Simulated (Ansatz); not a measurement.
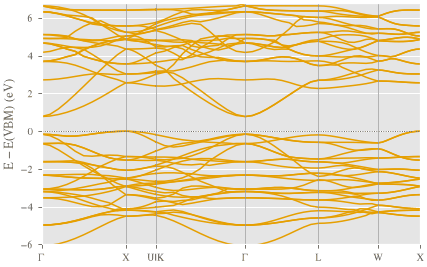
*Band structure from plane-wave PAW PBEsol (Ansatz code)*

Question: Read off the gap and where the band edges lie.

Answer: About 0.8 eV (0.78 eV by a search for the band edges); maximum at X, minimum at Γ.

Question: Pick the material that matches.
(A) Hf3N4, Fd-3m (Hf on 16d, Hf on 8a, N on 32e)
(B) GaN, zinc blende
(C) BN, rock salt
(D) MgS, rock salt

Answer: A, Hf3N4, Fd-3m (Hf on 16d, Hf on 8a, N on 32e)

The first step of the workflow began from a Materials Project structure, measured or hypothetical; the Crystallography Open Database copy checked does not list it. COD files the formula under space group No. 220. Its standing as an ambient phase is unchecked. Symmetry was held in the PBEsol relaxation; whether a distortion lowers the energy is not shown. No spin polarisation was allowed. Scalar-relativistic: spin–orbit coupling is off unless named, which matters more the heavier the elements.

Potentials: the later of the program's two PAW sets.
